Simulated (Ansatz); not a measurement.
# H₅InO₄ (SMILES [OH][In-]([OH])([OH])[OH2+]): what the fields show

The calculation's input:

```
basis:
  gaussian:
    orbitals: def2-SVPD
crystal:
  periodic: [false, false, false]
  atoms:
    - {symbol: In, position_ang: [-1.269203, -0.808639, 1.344840]}
    - {symbol: O, position_ang: [0.480808, -1.764949, 1.214264]}
    - {symbol: O, position_ang: [-2.895422, -2.044800, 1.233114]}
    - {symbol: O, position_ang: [-1.419132, 1.066618, 2.001483]}
    - {symbol: O, position_ang: [-1.892858, -1.021293, -0.882791]}
    - {symbol: H, position_ang: [1.210661, -1.226448, 1.540024]}
    - {symbol: H, position_ang: [-2.803110, -2.878595, 1.705852]}
    - {symbol: H, position_ang: [-2.343389, 1.330146, 2.078745]}
    - {symbol: H, position_ang: [-1.224506, -1.530102, -1.360090]}
    - {symbol: H, position_ang: [-2.518434, -1.684906, -0.491330]}
total_charge: 0
hamiltonian:
  xc: pbe0
output: {forces: true, orbitals: {seedname: orbitals}}
```

Command:

```sh
ansatz run input.yaml --threads 2 --pin off --max-ram 5220MiB --events-out events.jsonl --progress --plain --runs-dir runs
```

Geometry: PBE0-D4/def2-SVP; core potentials replace the inner electrons of In.

Level of theory: Ansatz 0.2.0, isolated molecule in a Gaussian basis; Kohn-Sham density functional theory, functional PBE0.

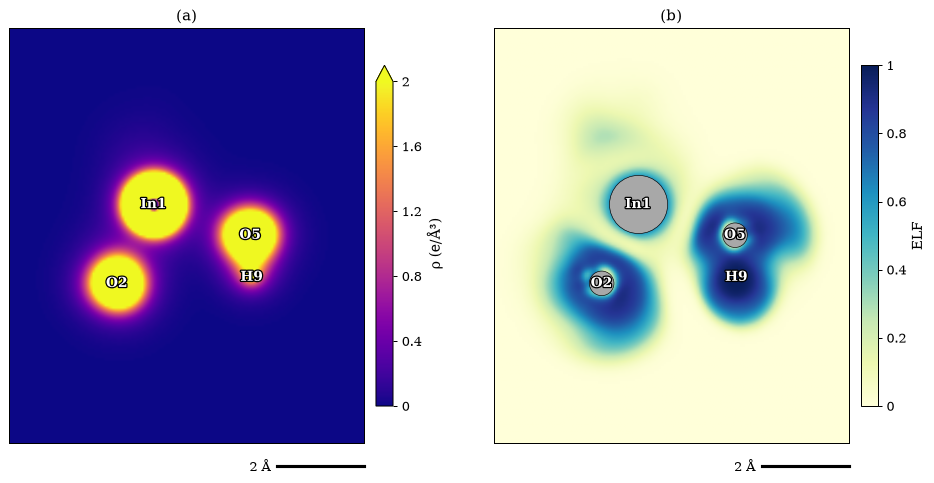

Figure 1. (a) electron density; (b) electron localisation function on the plane of atoms O2, In1 and O5. Grey discs cover the atomic cores in the ELF map.

**Interpret the plot.**

Atoms in the plane: In, O and H.
In–O (2.00 Å): ρ is about 0.7 e/Å³ halfway; the ELF peaks at about 0.85 in the valence shell of O, 0.6 Å from its nucleus, and drops to about 0.15 between the two atoms.
O–H (0.97 Å): ρ is about 3.7 e/Å³ halfway; the ELF climbs to about 1 towards the hydrogen, as it does in any bond to H (a covalent bond by its length).
The ELF also peaks beside O2 and O5, away from the bonds: lone-pair regions.

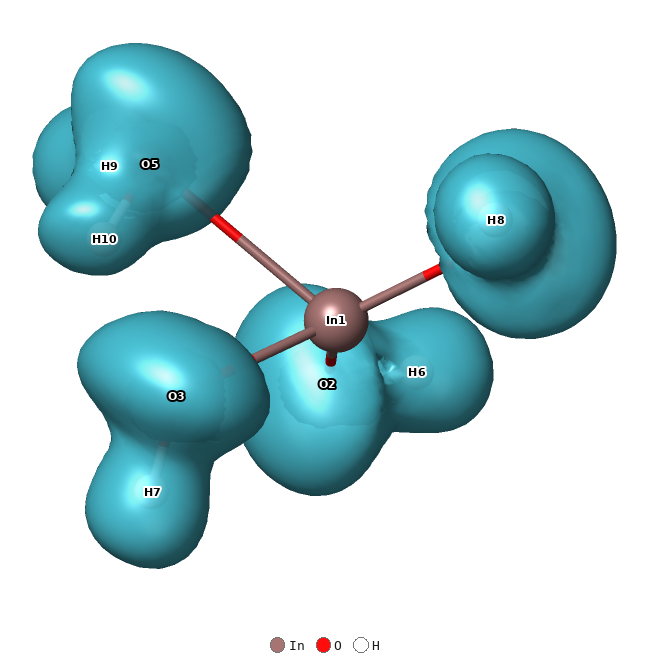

Figure 2. Isosurface of the ELF at 0.75 (cyan), seen from one side. Core shells and regions of very low density are left out.

**Describe the localisation domains.**

The surface consists of four joined regions spread over several atoms (H, O), in which their bonds and any lone pairs are merged. Profiles from the grid: In–O (1.99 Å): the ELF peaks at about 0.85 in the valence shell of O, 0.6 Å from its nucleus, and drops to about 0.15 between the two atoms. O–H (0.96 Å): the ELF climbs to about 1 towards the hydrogen; an ordinary covalent bond to hydrogen.

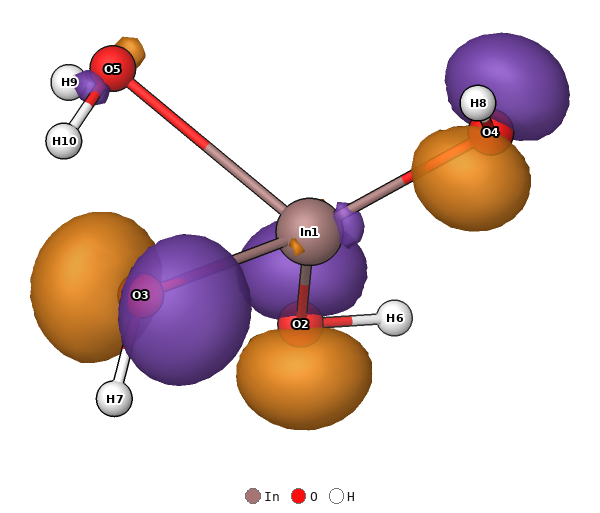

Figure 3. The HOMO−1 at ±0.2 Å⁻³ᐟ² (orange and purple are the two phases), seen from one side.

**Where does this orbital lie, and at what energy?**

Its weight (Hirshfeld) is mainly on O3 (about 40 %), O2 (about 25 %), O4 (about 20 %) and In1 (about 5 %); largely a combination of lone pairs on O3, O2 and O4. Its energy is −8.62 eV.
